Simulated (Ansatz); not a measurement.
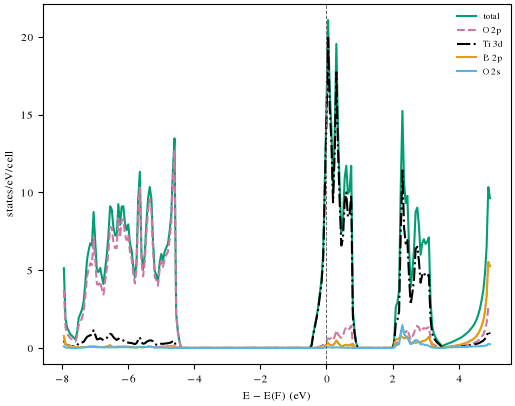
Total and projected density of states of TiBO₃ in space group R-3c (No. 167; O on 18e, Ti on 6b, B on 6a), r²SCAN in the plane-wave PAW code Ansatz

Problem. Which orbitals carry the states next to the Fermi level?

Solution. Within 0.5 eV of the Fermi level: Ti 3d 93 %. Projections are on Löwdin-orthogonalised atomic valence shells; empty p or d shells of many metals are not among them.

Problem. Where is the tallest occupied peak in this window, and what makes it?

Solution. Near -4.6 eV, about 13 states/eV per cell; the largest projected share is O 2p.

The workflow started from an entry of the Crystallography Open Database (COD). Its standing as an ambient phase is unchecked. The r²SCAN relaxation kept the symmetry of its start; whether a distortion lowers the energy is not shown. No spin polarisation was allowed. Without spin polarisation and U, an open-shell compound can come out a false metal.

Potentials: the later of the program's two PAW sets.
